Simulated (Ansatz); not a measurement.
# NbSi2: Nb vacancy, symmetric start

The parent structure is a 9-atom supercell of NbSi2 (space group P6_222, No. 180; a = 4.793 Å, c = 6.585 Å) at its relaxed geometry.

One thing is altered: one Nb atom is removed, atoms relaxed at fixed cell.

Computed with r2SCAN (Ansatz, a first-principles code, PAW, no SOC). Settings: 10×10×10 k-points, 0.05 eV Fermi–Dirac smearing.

The pressure goes from zero to -4.0 GPa and the energy gained by relaxation is 0.07 eV. The largest displacement of a host atom from its site in the perfect cell amounts to 0.07 Å and the mean distance from the defect site to its nearest host atoms drops by 6 pm, from 261 pm to 255 pm.

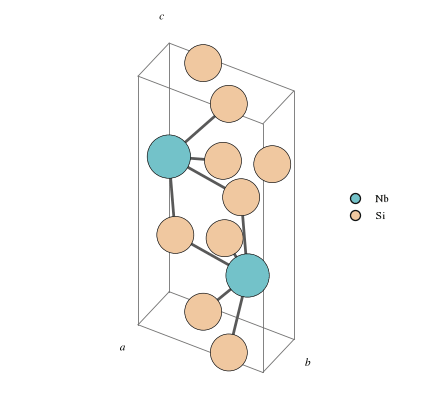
Fig. 1. The relaxed cell after the change

In so small a cell the defect repeats every few ångströms: this is an ordered compound, not a dilute defect. The defect started on the symmetric site and kept its symmetry, so it may sit on a saddle. The final runs are not spin-polarised. An odd electron count without spin: NbSi2. The defect cell is not spin-polarised.
